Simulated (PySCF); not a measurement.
## CH₆GaN: excited-state calculation

- system: CH₆GaN
- method: TDDFT (BLYP)/6-31G*, RKS (PySCF 2.14.0)

The geometry comes from this level: GFN2-xTB.

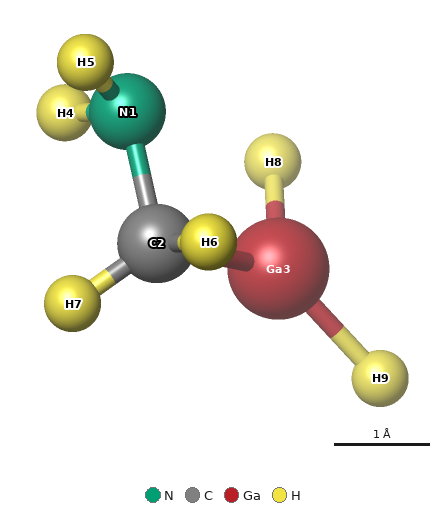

**Figure 1.** The structure (ball-and-stick view, seen at a tilt; atoms are numbered from 1 in the order of the input). Sticks mark near contacts. Bond lengths as drawn: C–Ga 2.04 Å, C–H 1.10 Å, C–N 1.48 Å, Ga–H 1.57 to 1.60 Å and H–N 1.02 Å.

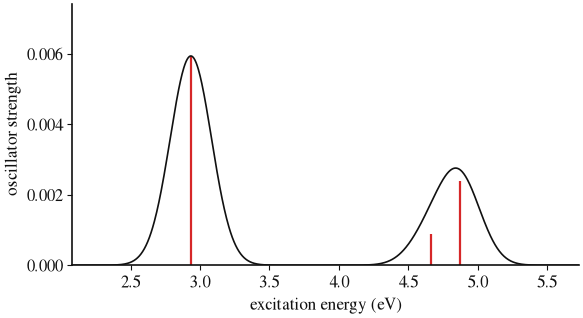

**Figure 2.** Computed excitations as sticks (degenerate states added up, dark ones marked on the axis), with a Gaussian envelope of 0.35 eV full width at half maximum, scaled to the tallest. Of the 3 states the lowest lies at 2.93 eV (f = 0.006); the strongest line is at 2.93 eV, or 423 nm (f = 0.006).

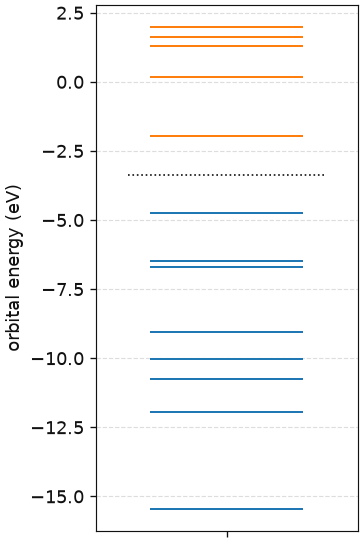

**Figure 3.** Orbital energies near the frontier; the dotted line parts filled from empty levels, and levels within 0.02 eV of each other stand side by side. Highest filled −4.75 eV, lowest empty −1.97 eV, 2.78 eV apart.

These pictures come from the run below.

**Input (input.py)**
```python
from pyscf import gto, dft, tdscf

molecule = gto.M(
    atom=[
    ('N', (-0.122100, 0.206010, -1.197280)),
    ('C', (-0.181830, 0.784840, 0.158410)),
    ('Ga', (0.476680, -0.936050, 1.036190)),
    ('H', (-0.932390, -0.396630, -1.336320)),
    ('H', (-0.157190, 0.921300, -1.919940)),
    ('H', (0.572050, 1.576680, 0.234670)),
    ('H', (-1.152390, 1.236590, 0.408920)),
    ('H', (0.491190, -2.193670, 0.092930)),
    ('H', (1.005970, -1.199060, 2.522420)),
],
    verbose=3,
    spin=0,
    basis='6-31g*',
    max_memory=1860,
)

mf = dft.RKS(molecule, xc='blyp')
mf.conv_tol = 1e-10
mf.grids.level = 3
mf.kernel()
if not mf.converged:
    mf = mf.newton().run(mf.mo_coeff, mf.mo_occ)

e_tot = mf.e_tot
print(f'total energy: {e_tot:.8f} hartree')

td = tdscf.TDDFT(mf)
td.nstates = 3
td.kernel()
td.analyze()
roots = td.e * 27.211386
osc = td.oscillator_strength()
print('state   eV      nm      f')
for i, (w, f) in enumerate(zip(roots, osc), 1):
    print('%3d %9.4f %8.1f %9.5f' % (i, w, 1239.842 / w, f))
```

Run as:
```bash
OMP_NUM_THREADS=1 python input.py
```

**Log**
```
converged SCF energy = -2020.99874008222
total energy: -2020.99874008 hartree
Excitation energies (eV)
[2.9344682  4.66307641 4.8750461 ]

** Singlet excitation energies and oscillator strengths **
state   eV      nm      f
  1    2.9345    422.5   0.00594
  2    4.6631    265.9   0.00090
  3    4.8750    254.3   0.00238
```

**Results in brief**

| quantity | value |
| --- | --- |
| outcome | converged |
| total energy | −2020.998740 hartree |
| basis functions | 72 |
| HOMO | −4.75 eV |
| LUMO | −1.97 eV |
| dipole moment | 2.23 D |
| lowest excitation | 2.93 eV |
| hardware | 1 thread of Arm Neoverse V1, 24 GiB of memory available, shared host |
| wall time | 36 s |
| peak memory | 0.47 GiB |
